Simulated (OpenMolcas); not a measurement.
## Single-point calculation, with input and output: AlClF (part 1 of 2)

The run: single-point calculation of AlClF, multiplicity 2. Method and program: MRCI/STO-3G (OpenMolcas 26.06).

A bond length was changed on purpose from its optimised value.

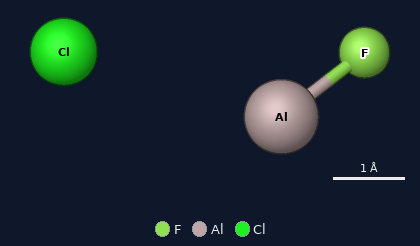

**Figure 1.** The structure as given in the input (ball-and-stick view, seen at a tilt). Sticks mark near contacts. Bond lengths as drawn: Al–F 1.66 Å.

## Input
```
>>> EXPORT MOLCAS_PRINT=2

&GATEWAY
 BasLib=$CurrDir
 Coord
 3
 angstrom
 F       -2.431258       1.471596      -1.181357
 Al      -1.664098       0.020526      -0.908867
 Cl       1.437120      -0.793970       0.706020
 Basis=STO-3G
 Group=NoSym

&SEWARD

&RASSCF
 FileOrb=$CurrDir/step2.RasOrb
 Spin=2
 Nactel=3 0 0
 Inactive=18
 Ras2=3
 OrbListing=Nothing

&MOTRA
 LumOrb
 Frozen=11

&GUGA
 Electrons=17
 Spin=2
 Inactive=7
 Active=3
 CIAll=1

&MRCI
 SDCI
```

Launch command:
```bash
export MOLCAS_MEM=1860
pymolcas step5.input > step5.log
```

## The program's output
```
--- Start Module: gateway ---

                                              &GATEWAY

                       available to each process: 1.9 GB of memory, 1 thread

 Basis Set     1 Label: F.STO-3G
 Basis set is read from library:.
 basistype.tbl is not found

 Basis Set     2 Label: AL.STO-3G
 Basis set is read from library:.
 basistype.tbl is not found

 Basis Set     3 Label: CL.STO-3G
 Basis set is read from library:.
 basistype.tbl is not found

++    Symmetry information:
      ---------------------

                    Character Table for C1

                             E
                    a        1  x, y, xy, Rz, z, xz, Ry, yz, Rx, I
--

++    Basis set information:
      ----------------------

      Basis set label: F.STO-3G.........

      Electronic valence basis set:
      ------------------
      Associated Effective Charge   9.000000 au
      Associated Actual Charge      9.000000 au
      Nuclear Model: Point charge

      Shell  nPrim  nBasis  Cartesian Spherical Contaminant
         s       6       2        X
         p       3       1        X

      Basis set label: AL.STO-3G.........

      Electronic valence basis set:
      ------------------
      Associated Effective Charge  13.000000 au
      Associated Actual Charge     13.000000 au
      Nuclear Model: Point charge

      Shell  nPrim  nBasis  Cartesian Spherical Contaminant
         s       9       3        X
         p       6       2        X

      Basis set label: CL.STO-3G.........

      Electronic valence basis set:
      ------------------
      Associated Effective Charge  17.000000 au
      Associated Actual Charge     17.000000 au
      Nuclear Model: Point charge

      Shell  nPrim  nBasis  Cartesian Spherical Contaminant
         s       9       3        X
         p       6       2        X
--

++    Molecular structure info:
      -------------------------

                    ************************************************
                    **** Cartesian Coordinates / bohr, angstrom ****
                    ************************************************

     Center  Label                x              y              z                     x              y              z
        1      F1              -4.594412       2.780913      -2.232441             -2.431258       1.471596      -1.181357
        2      AL2             -3.144689       0.038789      -1.717510             -1.664098       0.020526      -0.908867
        3      CL3              2.715763      -1.500386       1.334184              1.437120      -0.793970       0.706020

                    ***************************************
                    *    InterNuclear Distances / bohr    *
                    ***************************************

               1 F1            2 AL2           3 CL3
    1 F1       0.000000
    2 AL2      3.144217        0.000000
    3 CL3      9.191790        6.784305        0.000000

                    *******************************************
                    *    InterNuclear Distances / angstrom    *
                    *******************************************

               1 F1            2 AL2           3 CL3
    1 F1       0.000000
    2 AL2      1.663848        0.000000
    3 CL3      4.864086        3.590100        0.000000
--

            Nuclear Potential Energy             86.43165026 au

--- Stop Module: gateway /rc=_RC_ALL_IS_WELL_ ---

--- Start Module: seward ---

                                              &SEWARD

                       available to each process: 1.9 GB of memory, 1 thread

               SEWARD will generate:
                  Multipole Moment integrals up to order  2
                  Kinetic Energy integrals
                  Nuclear Attraction integrals (point charge)
                  One-Electron Hamiltonian integrals
                  Velocity integrals
                  Orbital angular momentum around ( -0.9533   0.0175  -0.5201 )
                  Velocity quadrupole around ( -0.9533   0.0175  -0.5201 )
                  Two-Electron Repulsion integrals

                   Integrals are discarded if absolute value <: 1.00E-14
                   Integral cutoff threshold is set to       <: 1.00E-16

            Nuclear Potential Energy             86.43165026 au

      Basis set specifications :
      Symmetry species         a
      Basis functions           23

--- Stop Module: seward /rc=_RC_ALL_IS_WELL_ ---
--- Module seward spent 1 second ---

--- Start Module: rasscf ---

                                              &RASSCF

                       available to each process: 1.9 GB of memory, 1 thread

      Header of the ONEINT file:
      --------------------------

      OrdInt status: non-squared

      Cartesian coordinates in angstrom:
      -----------------------------------------------------
      No.  Label        X            Y            Z
      -----------------------------------------------------
       1   F1        -2.43125800   1.47159600  -1.18135700
       2   AL2       -1.66409800   0.02052600  -0.90886700
       3   CL3        1.43712000  -0.79397000   0.70602000
      -----------------------------------------------------
      Nuclear repulsion energy =   86.43165026

++    Wave function specifications:
      -----------------------------

      Number of closed shell electrons          36
      Number of electrons in active shells       3
      Max number of holes in RAS1 space          0
      Max nr of electrons in RAS3 space          0
      Number of inactive orbitals               18
      Number of active orbitals                  3
      Number of secondary orbitals               2
      Spin quantum number                      0.5
      State symmetry                             1
--

++    Orbital specifications:
      -----------------------

      Symmetry species                           1
                                                 a
      Frozen orbitals                            0
      Inactive orbitals                         18
      Active orbitals                            3
      RAS1 orbitals                              0
      RAS2 orbitals                              3
      RAS3 orbitals                              0
      Secondary orbitals                         2
      Deleted orbitals                           0
      Number of basis functions                 23
--

++    CI expansion specifications:
      ----------------------------

      Number of CSFs                             8
      Number of determinants                     9
      Number of root(s) required                 1
      Root chosen for geometry opt.              1
      CI root used                               1

      highest root included in the CI            1
      max. size of the explicit Hamiltonian      8
--

++    Optimization specifications:
      ----------------------------

      RASSCF algorithm: Conventional
      Maximum number of macro iterations       200
      Maximum number of SX iterations          100
      Threshold for RASSCF energy            1.000E-08
      Threshold for max MO rotation          1.000E-01
      Threshold for max BLB element          1.000E-04
      Level shift parameter                  5.000E-01
      Make Quasi-Newton update
--

      The MO-coefficients are taken from the file:
      step2.RasOrb
      Title: RASSCF average (pseudo-natural) orbitals

      Total molecular charge    0.00

      ************************************************************************************************************************
      *                                            Wave function control section                                             *
      ************************************************************************************************************************

                                         RASSCF iterations: Energy and convergence statistics
                                         ----------------------------------------------------

          iter iter root      energy       change     param      element    value   shift minimum  type update hh:mm:ss
 Nr of preliminary CI iterations:   1
        1   1    3    1  -791.59812130    0.00E+00   2.33E-06   18  22 1  2.03E-06   0.37   0.00    SX    NO    0:00:00
        2   1    2    1  -791.59812130   -1.91E-11   1.31E-06   18  22 1  1.43E-06   0.37   0.00    SX    NO    0:00:00
        3   1    2    1  -791.59812130   -5.57E-12  -7.49E-07   18  22 1  9.17E-07   0.37   0.00    SX    NO    0:00:00
        4   1    2    1  -791.59812130   -3.41E-13  -4.37E-07   18  22 1  5.97E-07   0.37   0.00    SX    NO    0:00:00
      Convergence after  4 iterations
        5   1    2    1  -791.59812130   -2.84E-12  -4.37E-07   18  22 1  3.85E-07   0.37   0.00    SX    NO    0:00:00

      ************************************************************************************************************************
                                                      Wave function printout:
                       occupation of active orbitals, and spin coupling of open shells (u,d: Spin up or down)
      ************************************************************************************************************************

      Note: transformation to natural orbitals
      has been made, which may change the order of the CSFs.

      printout of CI-coefficients larger than  0.05 for root  1
      energy=    -791.598121
      conf/sym  111     Coeff  Weight
             1  2u0   0.99079 0.98167
             8  0u2   0.13186 0.01739

      Natural orbitals and occupation numbers for root  1
      sym 1:   1.964283   0.999091   0.036626

      ************************************************************************************************************************
      *                                                    Final results                                                     *
      ************************************************************************************************************************

++    Final optimization conditions:
      ------------------------------

      Average CI energy                            -791.59812130
      RASSCF energy for state  1                   -791.59812130
      Super-CI energy                                -0.00000000
      RASSCF energy change                           -0.00000000
      Max change in MO coefficients               4.447E-07
      Max non-diagonal density matrix element    -4.372E-07
      Maximum BLB matrix element                  3.855E-07
      (orbital pair  18,  22 in symmetry   1)
      Norm of electronic gradient            6.090E-07
--

      Final state energy(ies):
      ------------------------

::    RASSCF root number  1 Total energy:   -791.59812130
      Von Neumann Entropy (Root   1) =  0.63142

      Mulliken population analysis for root number:  1
      -----------------------------------------------

++    Molecular charges:
      ------------------

      Mulliken charges per centre
      ---------------------------

                F1      AL2     CL3
      Total    9.4301 12.5286 17.0413

      N-E     -0.4301  0.4714 -0.0413

      Total electronic charge=   39.000000

      Total            charge=   -0.000000
--

      Expectation values of various properties for root number:  1
      -----------------------------------------------------------

++    Molecular properties:
      ---------------------

      Charge (e):
                      =   -0.0000
      Dipole Moment (debye):
      Origin of the operator (angstrom)=   -0.5045    0.0092   -0.2752
                   X=  1.5579E-02               Y= -1.1464E+00               Z= -1.0798E-01           Total=  1.1516E+00
      Quadrupole Moment (debye*angstrom):
      Origin of the operator (angstrom)=   -0.5045    0.0092   -0.2752
                  XX= -2.5067E+01              XY=  4.8094E+00              XZ= -7.2974E-01              YY= -2.8608E+01
                  YZ=  2.0468E+00              ZZ= -2.3033E+01
      In traceless form (debye*angstrom)
                  XX=  7.5295E-01              XY=  7.2141E+00              XZ= -1.0946E+00              YY= -4.5576E+00
                  YZ=  3.0701E+00              ZZ=  3.8046E+00
--

      Mulliken spin population analysis for root number:  1
      ---------------------------------------------------

++    Molecular charges:
      ------------------

      Mulliken spin population per centre
      ---------------------------

                F1      AL2     CL3
      Total    0.0065  0.0366  0.9569

      Total electronic spin=    1.000000
--

      Average orbitals are written to the RASORB file
      Natural orbitals for root   1 are written to the RASORB.1 file
      Spin density orbitals for root   1 are written to the SPDORB.1 file

--- Stop Module: rasscf /rc=_RC_ALL_IS_WELL_ ---

--- Start Module: motra ---

                                               &MOTRA

                       available to each process: 1.9 GB of memory, 1 thread

      *** WARNING: Default frozen orbitals is overwritten by user input.
      *** Default values:   8

      Header of the integral files:

      Header of MO coefficients source file:
      * RASSCF average (pseudo-natural) orbitals

      Cartesian coordinates in angstrom:
      -----------------------------------------------------
      No.  Label        X            Y            Z
      -----------------------------------------------------
       1   F1        -2.43125800   1.47159600  -1.18135700
       2   AL2       -1.66409800   0.02052600  -0.90886700
       3   CL3        1.43712000  -0.79397000   0.70602000
      -----------------------------------------------------
      Nuclear repulsion energy =   86.43165026

      Orbital specifications:
      -----------------------

      Symmetry species:              1
      Number of basis functions:    23
      Frozen orbitals:              11
      Deleted orbitals:              0
      Number of orbitals used:      12

       SYMMETRY  BASIS FUNCTIONS       ORBITALS      INTEGRALS   CPU(SEC)  I/O(SEC)
        1 1 1 1   23  23  23  23    12  12  12  12        3081       0.00      0.00

       TOTAL CPU TIME(SEC)    0.00TOTAL I/O TIME(SEC)    0.01

--- Stop Module: motra /rc=_RC_ALL_IS_WELL_ ---

--- Start Module: guga ---

                                               &GUGA

                       available to each process: 1.9 GB of memory, 1 thread

      ************************************************************************************************************************
      *                                                        Title:                                                        *
      *                                                 (No title was given)                                                 *
      ************************************************************************************************************************

      ALL SINGLE AND DOUBLE REPLACEMENTS

      NUMBER OF ELECTRONS IN CI        17
      TOTAL SPIN QUANTUM NUMBER      0.50

              ORBITALS PER SYMMETRY
                  1
      INACTIVE    7
      ACTIVE      3
      VALENCE     0
      CORE        0
      ONEOCC      0
  Number of vertices                  146                  123

      INTERNAL CONFIGURATIONS (FORMAL)

      NUMBER OF VALENCE STATES             218
      NUMBER OF DOUBLET COUPLED SINGLES    632
      NUMBER OF TRIPLET COUPLED DOUBLES    255
      NUMBER OF SINGLET COUPLED DOUBLES    290

      OCCUPATION OF REFERENCE STATES

      REF.STATE  ORB: 1   2   3
          1           0   1   2
          2           0   2   1
          3           1   0   2
          4           1   1   1
          5           1   1   1
          6           1   2   0
          7           2   0   1
          8           2   1   0
      WAVE-FUNCTION SYMMETRY LABEL:  1

      INTERNAL CONFIGURATIONS (REAL)

      NUMBER OF VALENCE STATES             218
      NUMBER OF DOUBLET COUPLED SINGLES    632
      NUMBER OF TRIPLET COUPLED DOUBLES    255
      NUMBER OF SINGLET COUPLED DOUBLES    290

      COEFFICIENTS FOR DIAG    18667
      TIME FOR DIAG                0

      COEFFICIENTS FOR ABCI     3747
      MAXIMUM NUMBER OF ELEMENTS  1249
      TIME FOR ABCI                0

      COEFFICIENTS FOR IJKL   454318
      TIME FOR IJKL                0
```
